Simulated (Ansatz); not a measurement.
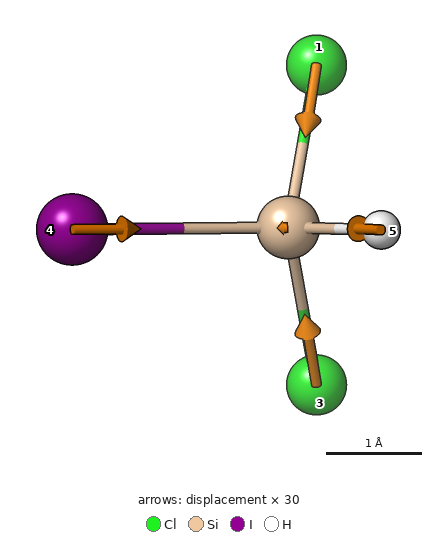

This is a relaxation of SiHICl2. The starting structure is drawn; orange arrows show the displacements, magnified 30 times. The two geometries are superimposed by the best rigid fit.

A ball-and-stick model, seen at a tilt.

The start comes from PBE-D4/def2-SVP.

Theory: RKS PBE0-D4/def2-TZVP (Ansatz). (force threshold 0.005 eV/Å; at most 150 steps)

> Describe the change and its energy.

The largest moves after the best rigid fit, 0.031 Å, are those of Cl atoms. Largest moves by element: Cl 0.031 Å, I 0.028 Å, H 0.024 Å, Si 0.004 Å. Some distances before and after: I–Si 2.449 → 2.417 Å, Cl–Si 2.065 → 2.034 Å, H–Si 1.493 → 1.472 Å. Over 4 geometry steps the energy falls by 2.85 kJ/mol. The largest force component goes from 0.56 to 0.0037 eV/Å. The run took about 60 core-seconds on a shared host.
